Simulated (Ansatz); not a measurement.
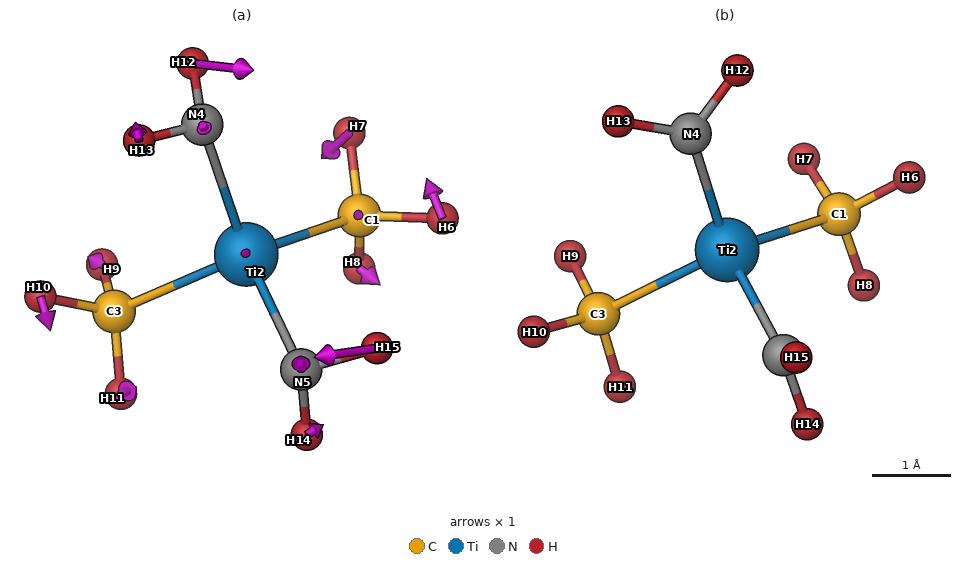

The structure of C2H10N2Ti (coarse preliminary run) before (left) and after (right) a relaxation, at one scale. The purple arrows give the displacements, at their true length.

Style: ball-and-stick. Shown face on.

The start comes from a force field.

The calculation used RKS PBE-D4/def2-SVP in Ansatz.

Input
```yaml
crystal:
  periodic: [false, false, false]
  atoms:
    - {symbol: C, position_ang: [-1.861300, 0.225500, 0.480300]}
    - {symbol: Ti, position_ang: [0.135100, 0.217800, -0.159000]}
    - {symbol: C, position_ang: [0.987800, -1.634600, 0.433300]}
    - {symbol: N, position_ang: [1.232200, 1.786900, 0.704800]}
    - {symbol: N, position_ang: [0.235400, 0.383200, -2.218200]}
    - {symbol: H, position_ang: [-2.480400, 0.972800, -0.191400]}
    - {symbol: H, position_ang: [-1.939200, 0.631400, 1.520600]}
    - {symbol: H, position_ang: [-2.301400, -0.732800, 0.395500]}
    - {symbol: H, position_ang: [0.593000, -1.931800, 1.462300]}
    - {symbol: H, position_ang: [2.119500, -1.505400, 0.575700]}
    - {symbol: H, position_ang: [0.799700, -2.410700, -0.297000]}
    - {symbol: H, position_ang: [0.936200, 1.769200, 1.741300]}
    - {symbol: H, position_ang: [2.124800, 1.570200, 0.622000]}
    - {symbol: H, position_ang: [-0.143200, -0.500800, -2.573600]}
    - {symbol: H, position_ang: [-0.460300, 1.108300, -2.467400]}
basis:
  gaussian: {orbitals: def2-SVP}
hamiltonian: {xc: pbe, dispersion: d4}
relax: {f_tol: 0.03, max_steps: 200}
```

Run as
```bash
ansatz run in.yaml --threads 4 --pin off --events-out ev --progress --plain --max-ram 11315MiB
```

### What changed between the two?

Over 17 accepted moves (18 points after the start) the energy falls by 1.483 eV. Largest force component: 8.3 eV/Å at the start, 0.019 eV/Å at the end. The line search rejected the trial step at point 15 of the run. The forces were under the threshold at step 14, but the run went on from there. The largest move after the best rigid fit is that of H12, 1.09 Å. By element the largest moves are H 1.09 Å, N 0.30 Å, C 0.10 Å, Ti 0.09 Å. Among the contacts that change: Ti2–N4 2.100 → 1.878 Å, Ti2–N5 2.068 → 1.878 Å, N4–H13 0.922 → 1.027 Å, C1–H6 1.180 → 1.112 Å. Among the angles between lasting bonds that change: Ti2–N5–H15 105.3° → 130.8°, Ti2–N4–H12 103.9° → 125.6°, Ti2–N4–H13 107.0° → 124.6°. Groups turn about C1–Ti2 by about 30°, Ti2–C3 by about 20°.
